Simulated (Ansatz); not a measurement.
Electronic density of states of amorphous Si₃₀N₄₀Na, density 2.95 g/cm³, on a 2×2×2 Γ-centred mesh with a Gaussian width of 0.1 eV; energies count from the Fermi level, whose place inside the gap is arbitrary. Cell and mesh are small, so fine structure isn't converged. All values below come from PBE, scalar-relativistic without spin-orbit coupling (plane waves to 420 eV, PAW; Ansatz, a quantum-chemistry and plane-wave program). Sampling: a 2×2×2 Γ-centred mesh; Fermi-Dirac width 0.02 eV; collinear spin, started from a total moment of 1 μB (at the end a net moment of 1.0 μB). In the spin-polarised cell the level spacing at the Fermi energy can part levels of unlike spin. At PBE the levels at the filled edge of the gap are localised (band-tail or defect states), and the nearest spread-out levels lie 2.2 eV apart at the zone centre.

The cell was made by melting and quenching with the CHGNet potential and then relaxed with DFT. N atoms were pushed apart under 1.9 Å during the dynamics, to hinder bonds among them. The hot cell started wider than the set density and was brought back towards it in steps. It is the lowest in DFT energy of 2 quenches. It is a model cell: composition and starting density were chosen by hand, and all elements were melted together. No dispersion term was used. Its density started from a set value of 2.95 and ended at 2.95 g/cm³. Cooling (nominally 380 K/ps over its main leg) ran many orders faster than in experiment, which tends to leave more defects and strain. One small periodic cell is one sample of the glass; other quenches scatter about these values. The volume was held where the preparation left it, at a PBE pressure of -0.9 GPa (tension). Stress components on the final sampling reach 6.7 GPa. On a 2×2×2 Γ-centred mesh force components of up to 0.18 eV/Å stay, since the relaxation ran on the zone centre alone.

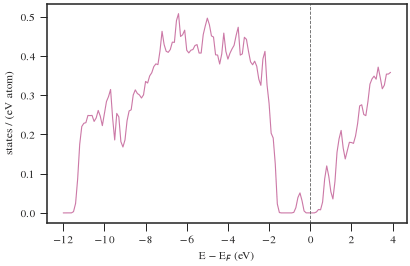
Figure. Density of states per atom

The level spacing at the Fermi energy on this mesh is 0.87 eV; the broadening fills part of it in the curve.
